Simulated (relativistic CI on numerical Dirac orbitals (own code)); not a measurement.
## Relativistic CI calculation, with input and output: Yb³⁺

System: Yb³⁺.
Method: Dirac-Coulomb-Breit CI, KLI orbitals optimised for each configuration, model QED (radiative potential, 1s self-energy scaled to tabulated hydrogen-like ionisation energies), valence Slater integrals scaled by 0.8, multiplet model of photoemission in the sudden approximation in a parametric crystal field (relativistic CI on numerical Dirac orbitals, in-house).

### Input
```
atom Yb  Z=70  charge=3  electrons=67
nucleus A=174  rms_radius_fm=5.3108
hamiltonian dirac-coulomb  breit=on  qed=on  c_scale=1
orbitals kli  potential=per-configuration
slater_scale 0.8
correlation none
mixing on
configurations
  [Xe] 4f13
  [Kr] 4d9 4f13 5s2 5p6
end
photoemission 4d T=80 lorentz=0.7 gauss=0.6
crystal_field C2v B20=-320 B22=-120 B40=-80 B42=-510 B44=0 B60=650 B62=-60 B64=-440 B66=0
```

The program writes its results to a structured record and prints no log; tables and figures of this report are taken from that record.

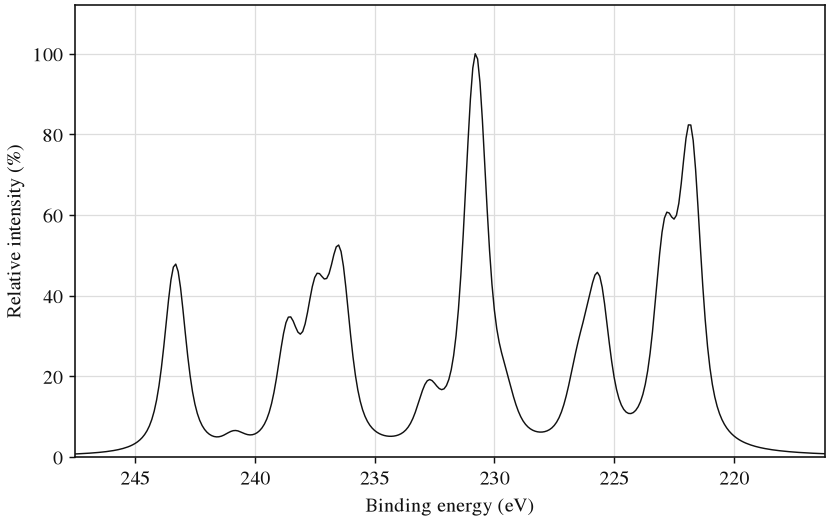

**Figure 1.** 4d photoemission of Yb³⁺, [Xe] 4f¹³, in a field of C2v symmetry with B20 = −320, B22 = −120, B40 = −80, B42 = −510, B44 = 0, B60 = 650, B62 = −60, B64 = −440, B66 = 0 cm⁻¹ (Wybourne parameters). Multiplet model: relativistic Dirac–Coulomb–Breit theory, one configuration a step, Slater integrals scaled by 0.8, 80 K, Voigt broadening (Lorentzian 0.7 eV, Gaussian 0.6 eV full widths), computed with a radial Dirac CI code. The main maxima lie at 221.9 eV (82), 222.8 eV (61), 225.7 eV (46), 230.8 eV (100), 232.7 eV (19), 236.5 eV (53), 237.4 eV (46), 238.5 eV (35) and 243.3 eV (48), heights in % of the largest; the centroid is at 230.8 eV. The ground state has S = 0.50.

### Summary

| quantity | value |
| --- | --- |
| outcome | converged |
| hardware | 1 CPU thread, shared host |

### Notes

To bear in mind: free-ion energies without screening by ligands, so binding energies differ from solids by tens of eV.
